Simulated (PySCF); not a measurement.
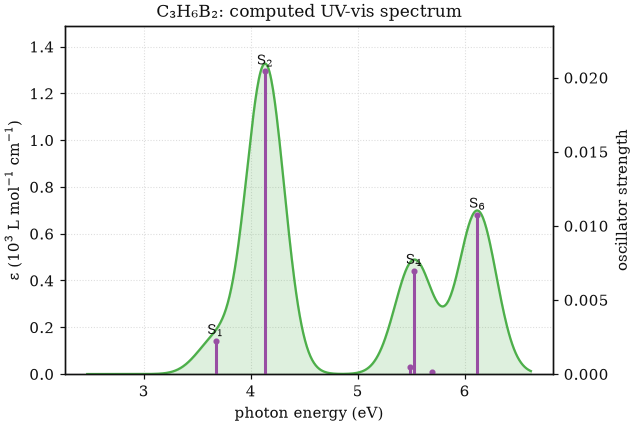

Computed absorption of C₃H₆B₂, SMILES BC(B)C#C. Vertical TDDFT excitations, PBE0/def2-SVPD with PySCF 2.14.0, at a GFN2-xTB geometry (no frequency check), gas phase. Only the first 6 singlet excitations are included; each is broadened by a Gaussian of 1/e half-width 0.25 eV. Sticks give oscillator strengths (right axis).

Question: Where is the lowest singlet, and is it bright?

Answer: S1 lies at 3.67 eV (338 nm) with f = 0.002, mainly HOMO → LUMO (99 %); it is dark or nearly so.

Question: Which of the computed transitions is the brightest, and what character does the calculation give it?

Answer: S2 at 4.14 eV (300 nm), f = 0.020, mainly HOMO−1 → LUMO (99 %).

Question: List the transitions behind the spectrum.

Answer:
```
state  E (eV)  λ (nm)      f          main character
   S1    3.67     338  0.002      HOMO → LUMO (99 %)
   S2    4.14     300  0.020    HOMO−1 → LUMO (99 %)
   S3    5.49     226  0.000    HOMO−2 → LUMO (88 %)
   S4    5.53     224  0.007    HOMO−3 → LUMO (94 %)
   S5    5.69     218  0.000    HOMO → LUMO+1 (88 %)
   S6    6.12     203  0.011  HOMO−1 → LUMO+1 (83 %)
```

Known limits of this run: the tight-binding geometry is rougher than a DFT one and adds to the error; core orbitals are frozen in the response.
